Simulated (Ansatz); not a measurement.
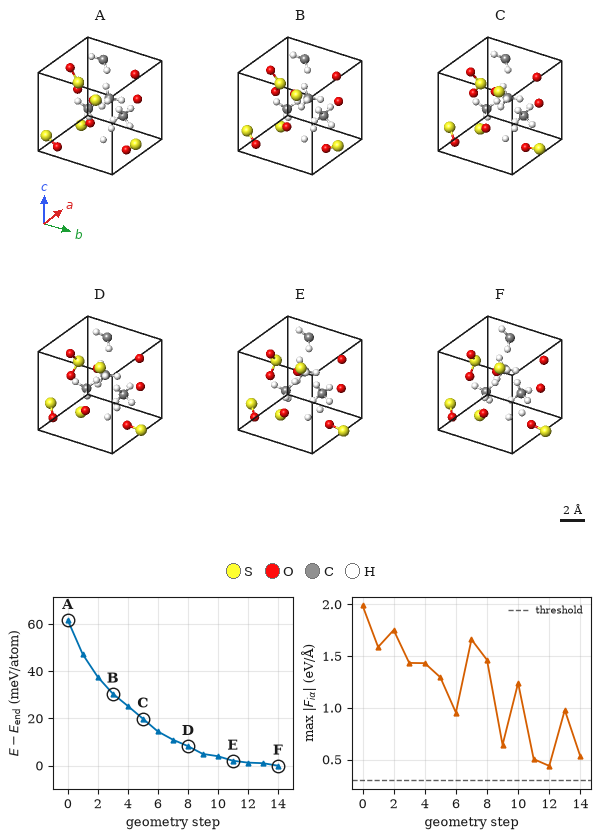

Frames of a relaxation of an amorphous cell of composition H4CSO2, marked on the history of the run. A ball-and-stick model of the cell of the calculation, seen from a free direction.

The cell holds 4 SO2 + 4 CH4. The run prepares the start of a later molecular dynamics calculation, from a guessed geometry.

Computed with DFT PBE-D3(BJ), scalar-relativistic, plane waves, PAW in Ansatz 0.2.0.

Input file:
```yaml
crystal:
  lattice:
    - [7.596674, 0.0, 0.0]
    - [0.0, 7.596674, 0.0]
    - [0.0, 0.0, 7.596674]
  atoms:
    - { symbol: S, position: [0.7114343, 0.841966, 1.0172931] }
    - { symbol: O, position: [0.5177587, 0.8429959, 1.0339137] }
    - { symbol: O, position: [0.7940504, 0.7763987, 0.8540048] }
    - { symbol: S, position: [0.0103565, 0.5745016, 0.49754] }
    - { symbol: O, position: [0.1966501, 0.5710727, 0.4421283] }
    - { symbol: O, position: [-0.0946127, 0.7363496, 0.4735766] }
    - { symbol: S, position: [0.9987418, 0.1106705, 0.2302499] }
    - { symbol: O, position: [1.0767727, 0.2077899, 0.0810301] }
    - { symbol: O, position: [0.8422786, 0.182127, 0.3208079] }
    - { symbol: S, position: [0.3706008, 0.2958016, 0.7955903] }
    - { symbol: O, position: [0.2049892, 0.3955302, 0.8159505] }
    - { symbol: O, position: [0.4147876, 0.1550113, 0.9221334] }
    - { symbol: C, position: [0.5310026, 0.321335, 0.3983497] }
    - { symbol: H, position: [0.5111144, 0.1947745, 0.4628621] }
    - { symbol: H, position: [0.5795932, 0.2999639, 0.2650937] }
    - { symbol: H, position: [0.6267984, 0.3982258, 0.4724166] }
    - { symbol: H, position: [0.4065043, 0.3923757, 0.3930265] }
    - { symbol: C, position: [0.2462854, 0.7950281, 0.8001005] }
    - { symbol: H, position: [0.2882248, 0.9321979, 0.799407] }
    - { symbol: H, position: [0.2610744, 0.7411757, 0.9322222] }
    - { symbol: H, position: [0.327115, 0.7198528, 0.7085026] }
    - { symbol: H, position: [0.1087274, 0.7868861, 0.7602703] }
    - { symbol: C, position: [0.5360244, 0.7892895, 0.442741] }
    - { symbol: H, position: [0.5585381, 0.8753568, 0.5552599] }
    - { symbol: H, position: [0.3992761, 0.7459928, 0.4422684] }
    - { symbol: H, position: [0.6223093, 0.6750699, 0.4518922] }
    - { symbol: H, position: [0.5639743, 0.8607384, 0.3215437] }
    - { symbol: C, position: [0.7239399, 0.3952486, 0.9577279] }
    - { symbol: H, position: [0.7469578, 0.4294407, 0.8203379] }
    - { symbol: H, position: [0.8407227, 0.4264079, 1.0349664] }
    - { symbol: H, position: [0.6958312, 0.2549675, 0.9680255] }
    - { symbol: H, position: [0.612248, 0.4701782, 1.0075816] }
basis:
  ecutwfc: 420.0
kpoints:
  mp_grid: { grid: [1, 1, 1] }
hamiltonian:
  xc: pbe
  dispersion: d3bj
scf:
  occupations: { method: fermi_dirac, width: 0.02 }
  lower_state_search: "off"
relax:
  f_tol: 0.3
  max_steps: 15
  adjacent_minimum: "off"
```

Command:
```bash
ansatz run input.yaml --threads 1 --pin off --max-ram 3072MiB --backend cpu --events-out ev --progress --plain --runs-dir out
```

### What happens along the run?

The relaxation stopped without meeting its thresholds, so the last structure isn't shown to be converged. It used up its limit of 15 steps. The energy falls by 61.7 meV per atom in 14 geometry steps. The largest force component goes from 2 to 0.53 eV/Å. The atom that moves furthest is O5 (1.13 Å along [−2 −1 −3]). By element the largest moves are O 1.13 Å, H 1.10 Å, S 1.08 Å, C 0.82 Å. The cell stays as it was. Near-neighbour distances that change, for instance: S4–O5 1.477 → 1.454 Å, S10–O11 1.477 → 1.460 Å, C13–H14 1.090 → 1.096 Å, C13–H15 1.090 → 1.094 Å. Among the angles between lasting bonds that change: O8–S7–O9 119.8° → 117.1°. From step 0 to 3: O9 moves most (0.56 Å), energy −31.2 meV per atom. From step 3 to 5: S7 moves most (0.36 Å), energy −10.6 meV per atom. From step 5 to 8: O11 moves most (0.50 Å), energy −11.7 meV per atom. From step 8 to 11: H atoms move most (0.37 Å), energy −6.2 meV per atom. From step 11 to 14: H30 moves most (0.33 Å), energy −2.1 meV per atom.

Limits of the set-up: the periodic images lie only 7.6 Å apart, so the values are limited by the cell's size.
